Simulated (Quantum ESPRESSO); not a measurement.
# How the k mesh moves the magnetism of MnAu

Wanted: the cheapest choice of the k mesh that holds the magnetic results of MnAu.

Program: Quantum ESPRESSO 7.5. Level of theory: PBEsol; plane waves with GBRV 1.5 PBEsol potentials, no spin-orbit coupling (settings of the first rung). Results are calculated unless marked as measured.

**1. Starting point**

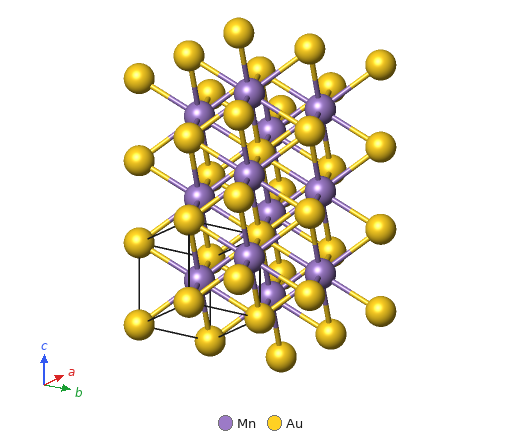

The starting structure, seen from a free direction (manganese light purple, gold yellow). 2×2×3 cells are drawn. Some periodic images of atoms are drawn too.

The cell comes from Materials Project 2023-11-01, a database of computed structures, and need not be the stable phase.

**2. Rung 1, start ferro +**

File pw.in:

```
&CONTROL
  calculation = 'scf'
  prefix = 'pwscf'
  outdir = './tmp'
  pseudo_dir = './pseudo'
  disk_io = 'nowf'
/
&SYSTEM
  ibrav = 0
  nat = 2
  ntyp = 2
  ecutwfc = 40
  ecutrho = 280
  nbnd = 22
  occupations = 'smearing'
  smearing = 'fd'
  degauss = 0.00999582
  nspin = 2
  starting_magnetization(1) = 0.2333
  starting_magnetization(2) = 0
/
&ELECTRONS
  conv_thr = 4d-09
  electron_maxstep = 150
  mixing_beta = 0.3
/
ATOMIC_SPECIES
Mn     54.9380 mn_pbesol_v1.5.uspp.F.UPF
Au    196.9666 au_pbesol_v1.uspp.F.UPF
CELL_PARAMETERS angstrom
   3.2077580700    0.0000000000    0.0000000000
   0.0000000000    3.2077580700    0.0000000000
   0.0000000000    0.0000000000    3.2077580700
ATOMIC_POSITIONS crystal
Mn      0.5000000000    0.5000000000    0.5000000000
Au      0.0000000000    0.0000000000    0.0000000000
K_POINTS automatic
4 4 4 0 0 0
```

Launch:

```bash
> OMP_NUM_THREADS=1 mpirun -n 2 pw.x -nk 2 -in pw.in > pw.out
```

The log of the run:

```text
Program PWSCF v.7.5 starts

     Message from routine setup:
     using ibrav=0 with symmetry is DISCOURAGED, use correct ibrav instead

     K-points division:     npool     =       2
     Subspace diagonalization in iterative solution of the eigenvalue problem:

     bravais-lattice index     =            0
     lattice parameter (alat)  =       6.0618  a.u.
     unit-cell volume          =     222.7416 (a.u.)^3
     number of atoms/cell      =            2
     number of atomic types    =            2
     number of electrons       =        26.00
     number of Kohn-Sham states=           22
     kinetic-energy cutoff     =      40.0000  Ry
     charge density cutoff     =     280.0000  Ry
     scf convergence threshold =      4.0E-09
     mixing beta               =       0.3000
     number of iterations used =            8  plain     mixing
     Exchange-correlation= SLA  PW   PSX  PSC
                           (   1   4  10   8   0   0   0)

     celldm(1)=   6.061784  celldm(2)=   0.000000  celldm(3)=   0.000000
     celldm(4)=   0.000000  celldm(5)=   0.000000  celldm(6)=   0.000000

     crystal axes: (cart. coord. in units of alat)
               a(1) = (   1.000000   0.000000   0.000000 )
               a(2) = (   0.000000   1.000000   0.000000 )
               a(3) = (   0.000000   0.000000   1.000000 )

     reciprocal axes: (cart. coord. in units 2 pi/alat)
               b(1) = (  1.000000  0.000000  0.000000 )
               b(2) = (  0.000000  1.000000  0.000000 )
               b(3) = (  0.000000  0.000000  1.000000 )

     PseudoPot. # 1 for Mn read from file:
     mn_pbesol_v1.5.uspp.F.UPF
     Pseudo is Ultrasoft + core correction, Zval = 15.0

     PseudoPot. # 2 for Au read from file:
     au_pbesol_v1.uspp.F.UPF
     Pseudo is Ultrasoft + core correction, Zval = 11.0

     atomic species   valence    mass     pseudopotential
     Mn               15.00    54.93800     Mn( 1.00)
     Au               11.00   196.96660     Au( 1.00)

     Starting magnetic structure
     atomic species   magnetization
     Mn              0.233
     Au              0.000

     48 Sym. Ops., with inversion, found

   Cartesian axes

     site n.     atom                  positions (alat units)
         1        Mn     tau(   1) = (   0.5000000   0.5000000   0.5000000  )
         2        Au     tau(   2) = (   0.0000000   0.0000000   0.0000000  )

     number of k points=    10  Fermi-Dirac smearing, width (Ry)=  0.0100
                       cart. coord. in units 2pi/alat
        k(    1) = (   0.0000000   0.0000000   0.0000000), wk =   0.0156250
        k(    2) = (   0.0000000   0.0000000   0.2500000), wk =   0.0937500
        k(    3) = (   0.0000000   0.0000000  -0.5000000), wk =   0.0468750
        k(    4) = (   0.0000000   0.2500000   0.2500000), wk =   0.1875000
        k(    5) = (   0.0000000   0.2500000  -0.5000000), wk =   0.1875000
        [... 5 further k-points ...]

     Dense  grid:    17557 G-vectors     FFT dimensions: (  36,  36,  36)

     Smooth grid:     7521 G-vectors     FFT dimensions: (  25,  25,  25)

     Check: negative core charge=   -0.000025
     Generating pointlists ...
     new r_m :   0.3572 (alat units)  2.1655 (a.u.) for type    1
     new r_m :   0.3572 (alat units)  2.1655 (a.u.) for type    2

     Initial potential from superposition of free atoms

     starting charge      25.4998, renormalised to      26.0000
     Starting wfcs are   22 randomized atomic wfcs

     Self-consistent Calculation

     iteration #  1     ecut=    40.00 Ry     beta= 0.30
     Davidson diagonalization with overlap
     ethr =  1.00E-02,  avg # of iterations =  3.4

     total energy              =    -325.72438927 Ry
     estimated scf accuracy    <       0.62563932 Ry

     total magnetization       =     3.93 Bohr mag/cell
     absolute magnetization    =     3.95 Bohr mag/cell

     iteration #  2     ecut=    40.00 Ry     beta= 0.30
     Davidson diagonalization with overlap
     ethr =  2.41E-03,  avg # of iterations =  2.3

     total energy              =    -325.81480637 Ry
     estimated scf accuracy    <       0.02941976 Ry

     total magnetization       =     4.05 Bohr mag/cell
     absolute magnetization    =     4.09 Bohr mag/cell

     [... further iterations left out ...]

     iteration # 10     ecut=    40.00 Ry     beta= 0.30
     Davidson diagonalization with overlap
     ethr =  1.75E-09,  avg # of iterations =  1.6

     negative rho (up, down):  0.000E+00 3.040E-04

     total energy              =    -325.82734531 Ry
     estimated scf accuracy    <       0.00000008 Ry

     total magnetization       =     4.26 Bohr mag/cell
     absolute magnetization    =     4.35 Bohr mag/cell

     iteration # 11     ecut=    40.00 Ry     beta= 0.30
     Davidson diagonalization with overlap
     ethr =  3.22E-10,  avg # of iterations =  2.0

     negative rho (up, down):  0.000E+00 3.038E-04

     Magnetic moment per site  (integrated on atomic sphere of radius R)
     atom   1 (R=0.357)  charge= 13.5761  magn=  3.9983
     atom   2 (R=0.357)  charge=  9.1094  magn=  0.1302

     End of self-consistent calculation

     [... lines left out ...]
     the Fermi energy is    14.7095 ev

!    total energy              =    -325.82734534 Ry
     estimated scf accuracy    <          1.4E-09 Ry
     smearing contrib. (-TS)   =      -0.00526006 Ry
     internal energy E=F+TS    =    -325.82208528 Ry

     The total energy is F=E-TS. E is the sum of the following terms:
     one-electron contribution =    -102.90061900 Ry
     hartree contribution      =      71.00894590 Ry
     xc contribution           =     -88.32365492 Ry
     ewald contribution        =    -205.60675726 Ry

     total magnetization       =     4.26 Bohr mag/cell
     absolute magnetization    =     4.35 Bohr mag/cell

     convergence has been achieved in  11 iterations

=------------------------------------------------------------------------------=
   JOB DONE.
=------------------------------------------------------------------------------=
```

Wall time 6.9 s (2 MPI ranks of Arm Neoverse V1, shared host); peak memory 0.18 GiB.

Spin moment in the atom's sphere by atom:

| atom | spin moment in the atom's sphere (μB) |
| --- | --- |
| Mn1 | 4.00 |
| Au2 | 0.13 |

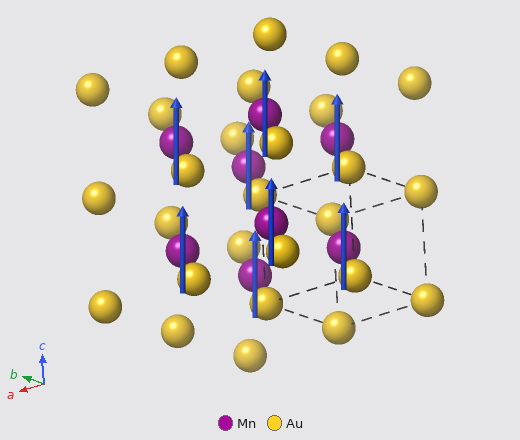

Spin moment in the atom's sphere as arrows, the longest 4.00 μB. Up and down stand for the sign. Arrows give size and sign along the axis of quantisation, drawn up and down the page. 2×2×2 cells are drawn. Some periodic images of atoms are drawn too.

Numbers from this step:

```yaml
magnetization: 4.264 μB
final_state: ferromagnetic
```

**3. Rung 1, start antiferro q=(1/2,1/2,1/2) +-**

The wavevector q is in fractions of the reciprocal vectors of the crystal's primitive cell, as the cells of these inputs are built from it; moments change sign between cells as cos(2π q·R).

File pw.in:

```
&CONTROL
  calculation = 'scf'
  prefix = 'pwscf'
  outdir = './tmp'
  pseudo_dir = './pseudo'
  disk_io = 'nowf'
/
&SYSTEM
  ibrav = 0
  nat = 4
  ntyp = 3
  ecutwfc = 40
  ecutrho = 280
  nbnd = 35
  occupations = 'smearing'
  smearing = 'fd'
  degauss = 0.00999582
  nspin = 2
  starting_magnetization(1) = 0.2333
  starting_magnetization(2) = -0.2333
  starting_magnetization(3) = 0
/
&ELECTRONS
  conv_thr = 8d-09
  electron_maxstep = 150
  mixing_beta = 0.3
/
ATOMIC_SPECIES
Mn1    54.9380 mn_pbesol_v1.5.uspp.F.UPF
Mn2    54.9380 mn_pbesol_v1.5.uspp.F.UPF
Au    196.9666 au_pbesol_v1.uspp.F.UPF
CELL_PARAMETERS angstrom
   6.4155161400    0.0000000000    0.0000000000
   3.2077580700    3.2077580700    0.0000000000
   3.2077580700    0.0000000000    3.2077580700
ATOMIC_POSITIONS crystal
Mn1     0.7500000000    0.5000000000    0.5000000000
Mn2     0.2500000000    0.5000000000    0.5000000000
Au      0.0000000000    0.0000000000    0.0000000000
Au      0.5000000000    0.0000000000    0.0000000000
K_POINTS automatic
2 4 4 0 0 0
```

The log of the run:

```text
     [... lines left out ...]
Program PWSCF v.7.5 starts
     [... lines left out ...]
     number of atoms/cell      =            4
     [... lines left out ...]
     number of electrons       =        52.00
     number of Kohn-Sham states=           35
     kinetic-energy cutoff     =      40.0000  Ry
     charge density cutoff     =     280.0000  Ry
     scf convergence threshold =      8.0E-09
     [... lines left out ...]
     48 Sym. Ops., with inversion, found (24 have fractional translation)
     [... lines left out ...]
     number of k points=     6  Fermi-Dirac smearing, width (Ry)=  0.0100
     [... lines left out ...]
     iteration # 13     ecut=    40.00 Ry     beta= 0.30
     [... lines left out ...]
     Magnetic moment per site  (integrated on atomic sphere of radius R)
     atom   1 (R=0.179)  charge= 13.5729  magn=  3.9450
     atom   2 (R=0.179)  charge= 13.5729  magn= -3.9450
     atom   3 (R=0.179)  charge=  9.1080  magn= -0.0000
     atom   4 (R=0.179)  charge=  9.1080  magn= -0.0000
     [... lines left out ...]
     the Fermi energy is    14.4844 ev
!    total energy              =    -651.66674189 Ry
     estimated scf accuracy    <          1.9E-09 Ry
     smearing contrib. (-TS)   =      -0.00932900 Ry
     [... lines left out ...]
     total magnetization       =     0.00 Bohr mag/cell
     absolute magnetization    =     8.36 Bohr mag/cell
     convergence has been achieved in  13 iterations
```

Wall time 26 s (2 MPI ranks); peak memory 0.37 GiB; 52 s of CPU time.

Spin moment in the atom's sphere by atom:

| atom | spin moment in the atom's sphere (μB) |
| --- | --- |
| Mn1 | 3.94 |
| Mn2 | -3.94 |
| Au3 | 0.00 |
| Au4 | 0.00 |

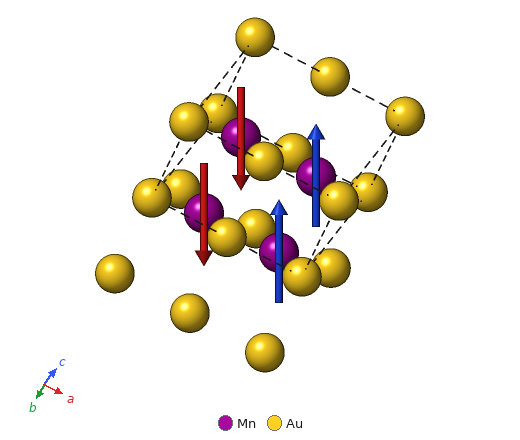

Spin moment in the atom's sphere as arrows, the longest 3.94 μB. Up and down stand for the sign. Arrows give size and sign along the axis of quantisation, drawn up and down the page. The two directions have two colours. 1×2×1 cells are drawn. Some periodic images of atoms are drawn too.

Numbers from this step:

```yaml
magnetization: 0 μB
final_state: antiferromagnetic
```

**4. Rung 3, start ferro +**

File pw.in:

```
&CONTROL
  calculation = 'scf'
  prefix = 'pwscf'
  outdir = './tmp'
  pseudo_dir = './pseudo'
  disk_io = 'nowf'
/
&SYSTEM
  ibrav = 0
  nat = 2
  ntyp = 2
  ecutwfc = 40
  ecutrho = 280
  nbnd = 22
  occupations = 'smearing'
  smearing = 'fd'
  degauss = 0.00999582
  nspin = 2
  starting_magnetization(1) = 0.2333
  starting_magnetization(2) = 0
/
&ELECTRONS
  conv_thr = 4d-09
  electron_maxstep = 150
  mixing_beta = 0.3
/
ATOMIC_SPECIES
Mn     54.9380 mn_pbesol_v1.5.uspp.F.UPF
Au    196.9666 au_pbesol_v1.uspp.F.UPF
CELL_PARAMETERS angstrom
   3.2077580700    0.0000000000    0.0000000000
   0.0000000000    3.2077580700    0.0000000000
   0.0000000000    0.0000000000    3.2077580700
ATOMIC_POSITIONS crystal
Mn      0.5000000000    0.5000000000    0.5000000000
Au      0.0000000000    0.0000000000    0.0000000000
K_POINTS automatic
6 6 6 0 0 0
```

The log of the run:

```text
     [... lines left out ...]
Program PWSCF v.7.5 starts
     [... lines left out ...]
     number of atoms/cell      =            2
     [... lines left out ...]
     number of electrons       =        26.00
     number of Kohn-Sham states=           22
     kinetic-energy cutoff     =      40.0000  Ry
     charge density cutoff     =     280.0000  Ry
     scf convergence threshold =      4.0E-09
     [... lines left out ...]
     48 Sym. Ops., with inversion, found
     [... lines left out ...]
     number of k points=    20  Fermi-Dirac smearing, width (Ry)=  0.0100
     [... lines left out ...]
     iteration # 12     ecut=    40.00 Ry     beta= 0.30
     [... lines left out ...]
     Magnetic moment per site  (integrated on atomic sphere of radius R)
     atom   1 (R=0.357)  charge= 13.5932  magn=  3.8863
     atom   2 (R=0.357)  charge=  9.1090  magn=  0.0905
     [... lines left out ...]
     the Fermi energy is    14.6783 ev
!    total energy              =    -325.81888107 Ry
     estimated scf accuracy    <          9.2E-10 Ry
     smearing contrib. (-TS)   =      -0.00691178 Ry
     [... lines left out ...]
     total magnetization       =     4.08 Bohr mag/cell
     absolute magnetization    =     4.20 Bohr mag/cell
     convergence has been achieved in  12 iterations
```

Wall time 10 s (2 MPI ranks); peak memory 0.27 GiB.

Numbers from this step:

```
magnetization  : 4.083 μB
final state    : ferromagnetic
largest moment : 3.886 μB
```

**5. Rung 3, start antiferro q=(1/2,1/2,1/2) +-**

File pw.in:

```
&CONTROL
  calculation = 'scf'
  prefix = 'pwscf'
  outdir = './tmp'
  pseudo_dir = './pseudo'
  disk_io = 'nowf'
/
&SYSTEM
  ibrav = 0
  nat = 4
  ntyp = 3
  ecutwfc = 40
  ecutrho = 280
  nbnd = 35
  occupations = 'smearing'
  smearing = 'fd'
  degauss = 0.00999582
  nspin = 2
  starting_magnetization(1) = 0.2333
  starting_magnetization(2) = -0.2333
  starting_magnetization(3) = 0
/
&ELECTRONS
  conv_thr = 8d-09
  electron_maxstep = 150
  mixing_beta = 0.3
/
ATOMIC_SPECIES
Mn1    54.9380 mn_pbesol_v1.5.uspp.F.UPF
Mn2    54.9380 mn_pbesol_v1.5.uspp.F.UPF
Au    196.9666 au_pbesol_v1.uspp.F.UPF
CELL_PARAMETERS angstrom
   6.4155161400    0.0000000000    0.0000000000
   3.2077580700    3.2077580700    0.0000000000
   3.2077580700    0.0000000000    3.2077580700
ATOMIC_POSITIONS crystal
Mn1     0.7500000000    0.5000000000    0.5000000000
Mn2     0.2500000000    0.5000000000    0.5000000000
Au      0.0000000000    0.0000000000    0.0000000000
Au      0.5000000000    0.0000000000    0.0000000000
K_POINTS automatic
3 6 6 0 0 0
```

The log of the run:

```text
     [... lines left out ...]
Program PWSCF v.7.5 starts
     [... lines left out ...]
     number of atoms/cell      =            4
     [... lines left out ...]
     number of electrons       =        52.00
     number of Kohn-Sham states=           35
     kinetic-energy cutoff     =      40.0000  Ry
     charge density cutoff     =     280.0000  Ry
     scf convergence threshold =      8.0E-09
     [... lines left out ...]
     48 Sym. Ops., with inversion, found (24 have fractional translation)
     [... lines left out ...]
     number of k points=    10  Fermi-Dirac smearing, width (Ry)=  0.0100
     [... lines left out ...]
     iteration # 13     ecut=    40.00 Ry     beta= 0.30
     [... lines left out ...]
     Magnetic moment per site  (integrated on atomic sphere of radius R)
     atom   1 (R=0.179)  charge= 13.5889  magn=  3.8911
     atom   2 (R=0.179)  charge= 13.5889  magn= -3.8911
     atom   3 (R=0.179)  charge=  9.1053  magn= -0.0000
     atom   4 (R=0.179)  charge=  9.1053  magn= -0.0000
     [... lines left out ...]
     the Fermi energy is    14.6652 ev
!    total energy              =    -651.65255994 Ry
     estimated scf accuracy    <          5.6E-09 Ry
     smearing contrib. (-TS)   =      -0.01239165 Ry
     [... lines left out ...]
     total magnetization       =     0.00 Bohr mag/cell
     absolute magnetization    =     8.26 Bohr mag/cell
     convergence has been achieved in  13 iterations
```

Wall time 35 s (2 MPI ranks); peak memory 0.38 GiB; 70 s of CPU time.

This step gave:

```yaml
magnetization: 0 μB
final_state: antiferromagnetic
largest_moment: 3.891 μB
```

**6. Rung 4, start ferro +**

File pw.in:

```
&CONTROL
  calculation = 'scf'
  prefix = 'pwscf'
  outdir = './tmp'
  pseudo_dir = './pseudo'
  disk_io = 'nowf'
/
&SYSTEM
  ibrav = 0
  nat = 2
  ntyp = 2
  ecutwfc = 40
  ecutrho = 280
  nbnd = 22
  occupations = 'smearing'
  smearing = 'fd'
  degauss = 0.00999582
  nspin = 2
  starting_magnetization(1) = 0.2333
  starting_magnetization(2) = 0
/
&ELECTRONS
  conv_thr = 4d-09
  electron_maxstep = 150
  mixing_beta = 0.3
/
ATOMIC_SPECIES
Mn     54.9380 mn_pbesol_v1.5.uspp.F.UPF
Au    196.9666 au_pbesol_v1.uspp.F.UPF
CELL_PARAMETERS angstrom
   3.2077580700    0.0000000000    0.0000000000
   0.0000000000    3.2077580700    0.0000000000
   0.0000000000    0.0000000000    3.2077580700
ATOMIC_POSITIONS crystal
Mn      0.5000000000    0.5000000000    0.5000000000
Au      0.0000000000    0.0000000000    0.0000000000
K_POINTS automatic
8 8 8 0 0 0
```

The log of the run:

```text
     [... lines left out ...]
Program PWSCF v.7.5 starts
     [... lines left out ...]
     number of atoms/cell      =            2
     [... lines left out ...]
     number of electrons       =        26.00
     number of Kohn-Sham states=           22
     kinetic-energy cutoff     =      40.0000  Ry
     charge density cutoff     =     280.0000  Ry
     scf convergence threshold =      4.0E-09
     [... lines left out ...]
     48 Sym. Ops., with inversion, found
     [... lines left out ...]
     number of k points=    35  Fermi-Dirac smearing, width (Ry)=  0.0100
     [... lines left out ...]
     iteration # 11     ecut=    40.00 Ry     beta= 0.30
     [... lines left out ...]
     Magnetic moment per site  (integrated on atomic sphere of radius R)
     atom   1 (R=0.357)  charge= 13.5902  magn=  3.8988
     atom   2 (R=0.357)  charge=  9.1097  magn=  0.0849
     [... lines left out ...]
     the Fermi energy is    14.6330 ev
!    total energy              =    -325.81880170 Ry
     estimated scf accuracy    <          1.7E-09 Ry
     smearing contrib. (-TS)   =      -0.00576970 Ry
     [... lines left out ...]
     total magnetization       =     4.08 Bohr mag/cell
     absolute magnetization    =     4.22 Bohr mag/cell
     convergence has been achieved in  11 iterations
```

Run time: 14 s. Hardware: 2 MPI ranks; peak memory 0.28 GiB; 27 s of CPU time.

Read from the output:

| Quantity | Value |
| --- | --- |
| magnetization | 4.084 μB |
| final state | ferromagnetic |
| largest moment | 3.899 μB |

(Part 1 of 2 ends here.)

[Logs and program files are shortened in this print: banners, set-up blocks, solver, clock and traceback lines can be left out without a mark of their own.]

[Logs are printed without paths, hosts, clocks, repeated set-up lines and the standing remarks that a program may print on its own settings, such as how far it seeks lower states.]

[Hosts, paths, dates, database ids (printed as entryN), source tags and the programs' standing remarks are cut or masked in the printed files.]

[Where a cell is said to come from a database of computed structures, the database is the Materials Project.]
